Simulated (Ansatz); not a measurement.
Input

```
crystal:
  periodic: [false, false, false]
  atoms:
    - { symbol: Ge, position_ang: [0.0, 0.0, 0.0] }
    - { symbol: Cl, position_ang: [0.0, 0.0, 2.57] }
    - { symbol: Ge, position_ang: [2.2632, 0.0, -0.7992] }
    - { symbol: H, position_ang: [2.7487, -1.4611, -0.9782] }
    - { symbol: H, position_ang: [2.3309, 0.7367, -2.1612] }
    - { symbol: H, position_ang: [3.1736, 0.7244, 0.225] }
    - { symbol: F, position_ang: [-0.7913, 1.3709, -0.5594] }
    - { symbol: F, position_ang: [-0.7913, -1.3709, -0.5594] }
    - { symbol: O, position_ang: [1.0804, -1.6406, 0.6527] }
    - { symbol: H, position_ang: [0.514, -2.4726, 0.5682] }
    - { symbol: H, position_ang: [0.773, -1.1739, 1.8227] }
basis:
  gaussian: { orbitals: def2-SVP }
hamiltonian:
  xc: pbe
relax:
  f_tol: 0.15
  max_steps: 25
  restrain:
    - { distance: [0, 8], at: 2.97, k: 30.0 }
    - { distance: [10, 1], at: 2.57, k: 30.0 }
    - { distance: [0, 1], at: 2.22, k: 30.0 }
    - { distance: [10, 8], at: 1.01, k: 30.0 }
output:
  orbitals: {}
```

Launched as:

```sh
ansatz run input.yaml --threads 4 --pin off --max-ram 5120MiB --backend cpu --events-out ev --progress --plain --runs-dir out
```

The fields are those of the run's last geometry, not of the input's.

Not at a stationary point (largest force 0.6 eV/Å).

Theory: RKS PBE/def2-SVP (Ansatz).

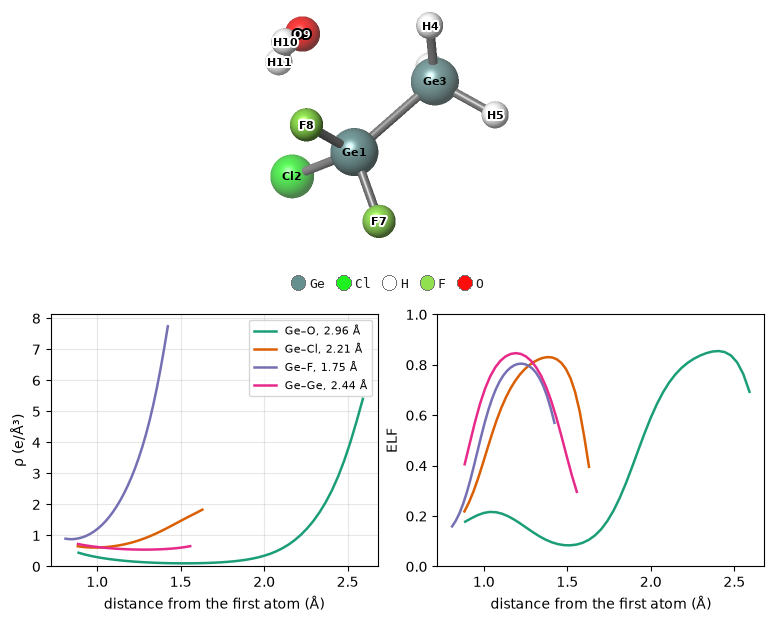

ClF2Ge2H3···H2O. Total electron density and electron localisation function along straight lines between neighbouring atoms. The curves leave out the atomic cores. The structure is drawn too.

Q: What can be read from the curves?

A: Ge1···O9 (2.96 Å): the density falls to about 0.1 e/Å³ on the way; the ELF dips to about 0.10 between them.
Ge–Cl (2.21 Å): the density is about 0.66 e/Å³ at the midpoint; the ELF peaks at about 0.85 in the valence shell of Cl, 0.8 Å from its nucleus, and is about 0.65 at the midpoint.
Ge–F (1.75 Å): the density is about 0.89 e/Å³ at the midpoint; the ELF peaks at about 0.80 in the valence shell of F, 0.5 Å from its nucleus, and is about 0.25 at the midpoint.
Ge–Ge (2.44 Å): ρ at the midpoint is about 0.55 e/Å³; the ELF peaks at about 0.85 between the atoms; a shared electron pair.
